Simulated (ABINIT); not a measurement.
# Beyond one shot: NaMgF3 (Pm-3m), part 3 of 3

Wanted: G0W0 and self-consistent gaps of NaMgF3 (Pm-3m), with the cost of the cycles.

ABINIT 10.8.3; LDA and many-body steps on it, plane waves. Known limits of the many-body steps: not at the basis limit; coarse k mesh.

So far. Step 10 (evGW, cycle 1): Against G0W0 in ABINIT (2×2×2 mesh, 60 bands, screening to 106.1 eV, Godby-Needs plasmon pole), the gap moves by +1.496 eV. Step 13 (evGW, cycle 2): Against the cycle before, the gap moves by +0.105 eV.

**15. Screening, 2×2×2 mesh, 60 bands, screening to 106.1 eV**

This step: RPA screening on LDA from quasiparticle energies, plane waves, norm-conserving pseudopotentials.

Contents of run.abi:

```
acell 3*1.0 Angstrom
rprim 
  3.950839000000 0.000000000000 0.000000000000
  0.000000000000 3.950839000000 0.000000000000
  0.000000000000 0.000000000000 3.950839000000
ntypat 3
znucl 11 12 9
natom 5
typat 1 2 3 3 3
xred 
  0.000000000000 0.000000000000 0.000000000000
  0.500000000000 0.500000000000 0.500000000000
  0.500000000000 0.500000000000 0.000000000000
  0.500000000000 0.000000000000 0.500000000000
  0.000000000000 0.500000000000 0.500000000000
pp_dirpath "pseudos"
pseudos "Na.upf, Mg.upf, F.upf"
ecut 38
ngkpt 2 2 2
nshiftk 1
shiftk 0 0 0
kptopt 1
chksymbreak 0
istwfk *1
occopt 1
irdwfk 1
optdriver 3
nband 60
ecuteps 3.9
inclvkb 2
awtr 1
symchi 1
irdqps 1
gwcalctyp 10
nqptdm 3
qptdm 
  0.5000000000 0.0000000000 0.0000000000
  0.5000000000 0.5000000000 0.0000000000
  0.5000000000 0.5000000000 0.5000000000
indata_prefix "in"
outdata_prefix "out"
tmpdata_prefix "tmp"
```

Contents of mrgscr.stdin:

```
2
merged
q0_SCR
out_SCR
1
```

On the command line:

```
OMP_NUM_THREADS=1 mpirun -n 4 abinit run.abi > log; mrgscr < mrgscr.stdin
```

Numbers of over 12 decimals in the logs are rounded to 6 here.

Log:

```text
.Version 10.8.3 of ABINIT. v10.8.2 released Aug 2026.

 Symmetries : space group Pm -3 m (#221); Bravais cP (primitive cubic)
[... echo of the input left out ...]
== DATASET  1 ==================================================================
-   mpi_nproc: 4, omp_nthreads: 1 (-1 if OMP is not activated)

--- !DatasetInfo
iteration_state: {dtset: 1, }
dimensions: {natom: 5, nkpt: 4, mband: 60, nsppol: 1, nspinor: 1, nspden: 1, mpw: 4700, }
cutoff_energies: {ecut:  38.0, pawecutdg:  -1.0, }
[...]
q-point number  1        q = ( 0.500000, 0.000000, 0.000000) [r.l.u.]
--------------------------------------------------------------------------------
[... chi0 elements left out ...]
  Average fulfillment of the sum rule on Im[epsilon] for q-point    2 :     37.46  [%]

--------------------------------------------------------------------------------
  q-point number  2        q = ( 0.500000, 0.500000, 0.000000) [r.l.u.]
--------------------------------------------------------------------------------
[... chi0 elements left out ...]
  Average fulfillment of the sum rule on Im[epsilon] for q-point    3 :     35.05  [%]

 [... 1 further q-points ...]
```

The job ended after 3.8 s (4 MPI ranks of Arm Neoverse V1, shared host; peak memory 0.47 GiB).

This step gave:

```
plasma frequency                    : 29.91 eV
plane waves in the screening matrix : 171
```

This screening reads the quasiparticle levels of the cycle before.

**16. evGW, cycle 3**

This step: evGW on LDA, plane waves, norm-conserving pseudopotentials.

Edit run.abi of step 15 so:

```diff
@@ -26,12 +26,10 @@
 irdwfk 1
-optdriver 3
+optdriver 4
 nband 60
-ecuteps 3.9
-inclvkb 2
-awtr 1
-symchi 1
-irdqps 1
 gwcalctyp 10
-nqptdm 3
-qptdm 
+ecutsigx 38
+symsigma 1
+nkptgw 4
+kptgw 
+  0.0000000000 0.0000000000 0.0000000000
   0.5000000000 0.0000000000 0.0000000000
@@ -39,2 +37,11 @@
   0.5000000000 0.5000000000 0.5000000000
+bdgw 
+  12 24
+  12 24
+  12 24
+  12 24
+ecuteps 3.9
+irdscr 1
+ppmodel 1
+irdqps 1
 indata_prefix "in"
```

On the command line:

```
OMP_NUM_THREADS=1 mpirun -n 4 abinit run.abi > log
```

Log:

```text
.Version 10.8.3 of ABINIT. v10.8.2 released Aug 2026.

 Symmetries : space group Pm -3 m (#221); Bravais cP (primitive cubic)
[... echo of the input left out ...]
== DATASET  1 ==================================================================
-   mpi_nproc: 4, omp_nthreads: 1 (-1 if OMP is not activated)

--- !DatasetInfo
iteration_state: {dtset: 1, }
dimensions: {natom: 5, nkpt: 4, mband: 60, nsppol: 1, nspinor: 1, nspden: 1, mpw: 4700, }
cutoff_energies: {ecut:  38.0, pawecutdg:  -1.0, }
[...]
.  kptgw no:  2; Maximum DeltaE = (  -0.007   0.000) for band index:  1
.  kptgw no:  3; Maximum DeltaE = (  -0.006   0.000) for band index:  2
.  kptgw no:  4; Maximum DeltaE = (  -0.007   0.000) for band index:  2

== END DATASET(S) ==============================================================
================================================================================

 -outvars: echo values of variables after computation  --------
           etotal      0.0000000000E+00
            nband          60
             nkpt           4
          spgroup         221
 [... the other variables as echoed above ...]

 Calculation completed.
```

The job ended after 11 s (4 MPI ranks; peak memory 0.79 GiB).

This step gave:

| Property | Result |
| --- | --- |
| quasiparticle gap on the mesh | 11.76 eV |
| gap of the density functional on the mesh | 5.650 eV |
| k of the valence top | 0.5, 0.5, 0.5 |
| k of the conduction bottom | 0, 0, 0 |
| least direct quasiparticle gap on the computed points | 12.25 eV |

Against the cycle before, the gap moves by +0.011 eV.

**17. Screening, 2×2×2 mesh, 60 bands, screening to 106.1 eV**

This step: RPA screening on LDA, plane waves, norm-conserving pseudopotentials.

Edit run.abi of step 16 so:

```diff
@@ -26,22 +26,13 @@
 irdwfk 1
-optdriver 4
+optdriver 3
 nband 60
+ecuteps 3.9
+inclvkb 2
+awtr 1
+symchi 1
 gwcalctyp 10
-ecutsigx 38
-symsigma 1
-nkptgw 4
-kptgw 
-  0.0000000000 0.0000000000 0.0000000000
-  0.5000000000 0.0000000000 0.0000000000
-  0.5000000000 0.5000000000 0.0000000000
-  0.5000000000 0.5000000000 0.5000000000
-bdgw 
-  12 24
-  12 24
-  12 24
-  12 24
-ecuteps 3.9
-irdscr 1
-ppmodel 1
-irdqps 1
+mbpt_sciss 6.414 eV
+nqptdm 1
+qptdm 
+  0 0 0
 indata_prefix "in"
```

Log:

```text
.Version 10.8.3 of ABINIT. v10.8.2 released Aug 2026.

 Symmetries : space group Pm -3 m (#221); Bravais cP (primitive cubic)
[... echo of the input left out ...]
== DATASET  1 ==================================================================
-   mpi_nproc: 4, omp_nthreads: 1 (-1 if OMP is not activated)

--- !DatasetInfo
iteration_state: {dtset: 1, }
dimensions: {natom: 5, nkpt: 4, mband: 60, nsppol: 1, nspinor: 1, nspden: 1, mpw: 4700, }
cutoff_energies: {ecut:  38.0, pawecutdg:  -1.0, }
[...]
[... chi0 elements left out ...]
 For q-point:  0.000010 0.000020 0.000030
  dielectric constant =   1.6398
  dielectric constant without local fields =   1.6857

  Average fulfillment of the sum rule on Im[epsilon] for q-point    1 :     31.60  [%]
[... wings left out ...]
== END DATASET(S) ==============================================================
================================================================================

 -outvars: echo values of variables after computation  --------
           etotal      0.0000000000E+00
            nband          60
             nkpt           4
          spgroup         221
 [... the other variables as echoed above ...]

 Calculation completed.
```

Run time: 4.8 s. Hardware: 4 MPI ranks; peak memory 0.48 GiB.

Numbers from this step:

```yaml
eps_infinity_with_local_fields_on_this_mesh_along_the_program_s_q_direction: 1.640
the_same_without_local_fields: 1.686
plasma_frequency: 29.91 eV
plane_waves_in_the_screening_matrix: 171
```

This screening uses the functional's bands under a rigid shift, the mean opening of the cycle before.

**18. Screening, 2×2×2 mesh, 60 bands, screening to 106.1 eV**

This step: RPA screening on LDA from quasiparticle energies, plane waves, norm-conserving pseudopotentials.

Edit run.abi of step 17 so:

```diff
@@ -32,7 +32,9 @@
 symchi 1
+irdqps 1
 gwcalctyp 10
-mbpt_sciss 6.414 eV
-nqptdm 1
+nqptdm 3
 qptdm 
-  0 0 0
+  0.5000000000 0.0000000000 0.0000000000
+  0.5000000000 0.5000000000 0.0000000000
+  0.5000000000 0.5000000000 0.5000000000
 indata_prefix "in"
```

mrgscr.stdin is that of step 15.

On the command line:

```
OMP_NUM_THREADS=1 mpirun -n 4 abinit run.abi > log; mrgscr < mrgscr.stdin
```

Log:

```text
.Version 10.8.3 of ABINIT. v10.8.2 released Aug 2026.

 Symmetries : space group Pm -3 m (#221); Bravais cP (primitive cubic)
[... echo of the input left out ...]
== DATASET  1 ==================================================================
-   mpi_nproc: 4, omp_nthreads: 1 (-1 if OMP is not activated)

--- !DatasetInfo
iteration_state: {dtset: 1, }
dimensions: {natom: 5, nkpt: 4, mband: 60, nsppol: 1, nspinor: 1, nspden: 1, mpw: 4700, }
cutoff_energies: {ecut:  38.0, pawecutdg:  -1.0, }
[...]
q-point number  1        q = ( 0.500000, 0.000000, 0.000000) [r.l.u.]
--------------------------------------------------------------------------------
[... chi0 elements left out ...]
  Average fulfillment of the sum rule on Im[epsilon] for q-point    2 :     37.46  [%]

--------------------------------------------------------------------------------
  q-point number  2        q = ( 0.500000, 0.500000, 0.000000) [r.l.u.]
--------------------------------------------------------------------------------
[... chi0 elements left out ...]
  Average fulfillment of the sum rule on Im[epsilon] for q-point    3 :     35.06  [%]

 [... 1 further q-points ...]
```

Wall time 3.8 s (4 MPI ranks); peak memory 0.47 GiB.

Numbers from this step:

* plasma frequency: 29.91 eV
* plane waves in the screening matrix: 171

This screening reads the quasiparticle levels of the cycle before.

**19. evGW, cycle 4**

This step: evGW on LDA, plane waves, norm-conserving pseudopotentials.

Edit run.abi of step 18 so:

```diff
@@ -26,12 +26,10 @@
 irdwfk 1
-optdriver 3
+optdriver 4
 nband 60
-ecuteps 3.9
-inclvkb 2
-awtr 1
-symchi 1
-irdqps 1
 gwcalctyp 10
-nqptdm 3
-qptdm 
+ecutsigx 38
+symsigma 1
+nkptgw 4
+kptgw 
+  0.0000000000 0.0000000000 0.0000000000
   0.5000000000 0.0000000000 0.0000000000
@@ -39,2 +37,11 @@
   0.5000000000 0.5000000000 0.5000000000
+bdgw 
+  12 24
+  12 24
+  12 24
+  12 24
+ecuteps 3.9
+irdscr 1
+ppmodel 1
+irdqps 1
 indata_prefix "in"
```

On the command line:

```
OMP_NUM_THREADS=1 mpirun -n 4 abinit run.abi > log
```

Log:

```text
.Version 10.8.3 of ABINIT. v10.8.2 released Aug 2026.

 Symmetries : space group Pm -3 m (#221); Bravais cP (primitive cubic)
[... echo of the input left out ...]
== DATASET  1 ==================================================================
-   mpi_nproc: 4, omp_nthreads: 1 (-1 if OMP is not activated)

--- !DatasetInfo
iteration_state: {dtset: 1, }
dimensions: {natom: 5, nkpt: 4, mband: 60, nsppol: 1, nspinor: 1, nspden: 1, mpw: 4700, }
cutoff_energies: {ecut:  38.0, pawecutdg:  -1.0, }
[...]
.  kptgw no:  2; Maximum DeltaE = (  -0.001   0.000) for band index:  3
.  kptgw no:  3; Maximum DeltaE = (  -0.001   0.000) for band index:  7
.  kptgw no:  4; Maximum DeltaE = (  -0.001   0.000) for band index:  1

== END DATASET(S) ==============================================================
================================================================================

 -outvars: echo values of variables after computation  --------
           etotal      0.0000000000E+00
            nband          60
             nkpt           4
          spgroup         221
 [... the other variables as echoed above ...]

 Calculation completed.
```

Wall time 12 s (4 MPI ranks); peak memory 0.79 GiB; 46 s of CPU time.

Numbers from this step:

```yaml
quasiparticle_gap_on_the_mesh: 11.76 eV
gap_of_the_density_functional_on_the_mesh: 5.650 eV
k_of_the_valence_top: 0.5, 0.5, 0.5
k_of_the_conduction_bottom: 0, 0, 0
least_direct_quasiparticle_gap_on_the_computed_points: 12.26 eV
```

Against the cycle before, the gap moves by +0.001 eV.

**20. The runs together**

Times are wall times on 4 MPI ranks of Arm Neoverse V1, shared host, good to a factor of about two. A run's time includes the screening step that it read.

```tsv
run	mesh	bands	screening cutoff (eV)	DFT gap (eV)	gap on the mesh (eV)	direct (eV)	ε∞ used	time
G0W0	2×2×2	60	106.1	5.650	10.149	10.644	1.92	10 s
evGW0, cycle 1	2×2×2	60	106.1	5.650	10.872	11.371	1.92	17 s
evGW0, cycle 2	2×2×2	60	106.1	5.650	10.766	11.263	1.92	17 s
evGW0, cycle 3	2×2×2	60	106.1	5.650	10.762	11.259	1.92	17 s
evGW, cycle 1	2×2×2	60	106.1	5.650	11.645	12.138	1.67	20 s
evGW, cycle 2	2×2×2	60	106.1	5.650	11.750	12.243	1.64	20 s
evGW, cycle 3	2×2×2	60	106.1	5.650	11.761	12.255	1.64	20 s
evGW, cycle 4	2×2×2	60	106.1	5.650	11.762	12.256	1.64	20 s
```

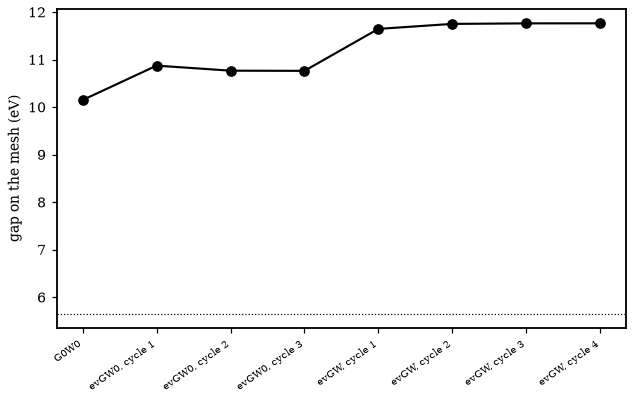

The gap through the cycles; the dotted line is the starting gap.

**21. Results**

```json
{
  "G0W0": "10.149 eV",
  "evGW0, cycle 1": "10.872 eV",
  "evGW0, cycle 2": "10.766 eV",
  "evGW0, cycle 3": "10.762 eV",
  "evGW, cycle 1": "11.645 eV",
  "evGW, cycle 2": "11.750 eV",
  "evGW, cycle 3": "11.761 eV",
  "evGW, cycle 4": "11.762 eV",
  "known limits": "not at the basis limit; coarse k mesh"
}
```

**Reading.** Only the bands that the input lists are updated; the others, empty or deep, keep the functional's energies or take a rigid shift. The evGW loop starts from the last levels of evGW0, so its cycles and time come on top of those. evGW0 ends at 10.76 eV, +0.61 eV from G0W0, after 3 cycles that took 34 s beside the first screening; the last moved the gap by 0.004 eV. evGW ends at 11.76 eV, +1.61 eV from G0W0, after 4 cycles that took 80 s beside the first screening; the last moved the gap by 0.001 eV. The first cycle of evGW0 takes the full correction, without the factor Z, so it overshoots the one-shot value. Bands and cutoff are finite, so the gap is not at the basis limit. The miss can reach some tenths of an eV and take either sign; the mesh is an error of its own. The 2×2×2 mesh is coarse for this cell, which bears on the long-range parts of exchange and screening. This is the ideal cubic cell; many perovskites, halides above all, are cubic only on average, and local tilts or off-centring can widen the gap. In the updated screening the q = 0 part is built from Kohn-Sham bands under a rigid shift, the other q from the quasiparticle levels.

[Paths, hosts, dates, memory and timing lines, banners, echoed tables and standing remarks are left out of the program output.]

[Logs are printed without paths, hosts, clocks, repeated set-up lines and the standing remarks that a program may print on its own settings, such as how far it seeks lower states.]

[Runs of the session that timed out or met a known fault of the program may be left out.]

[Hosts, paths, dates, database ids (printed as entryN), source tags and the programs' standing remarks are cut or masked in the printed files.]

[G0W0 gaps are taken among the corrected bands and points alone; a level outside them can change the order at an edge.]

[Where Ansatz stands beside ABINIT at settings called matched, ABINIT's density can come from a denser mesh and the files from another edition; pairs whose starting gaps differed by over 0.03 eV were left out, so agreement reads better than it is.]
